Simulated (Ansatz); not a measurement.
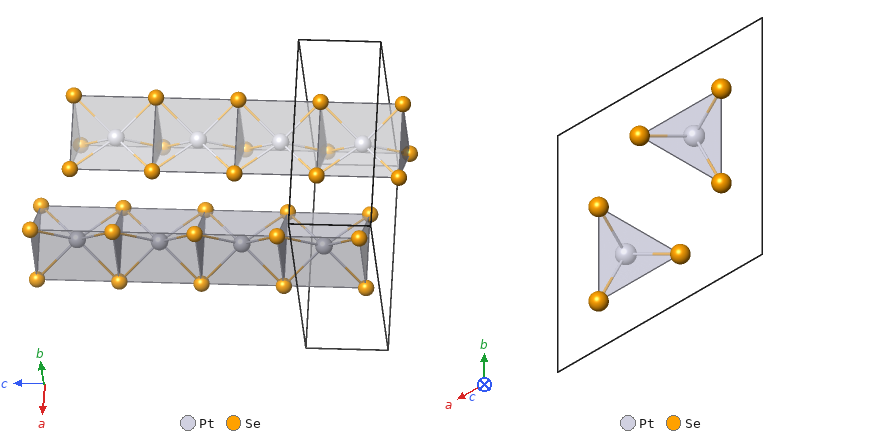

Polyhedra are drawn about Pt (bonds: Pt–Se below 2.8 Å); other atoms are plain spheres. Two views of the same piece.

The compound is PtSe₃ (space group P6_3/mmc, No. 194), taken as coordinates from a relaxation with DFT PBE, scalar-relativistic, plane waves, PAW (Ansatz 0.2.0); the starting structure was generated, so it need not be a known form of this composition.

Sharing among the drawn polyhedra:

```
site            polyhedron  corner-sharing neighbours  edge-sharing  face-sharing  bond (Å)
  Pt  PtSe6 trigonal prism                          0             0             2      2.53
```

They form chains of face-sharing trigonal prisms along [001].
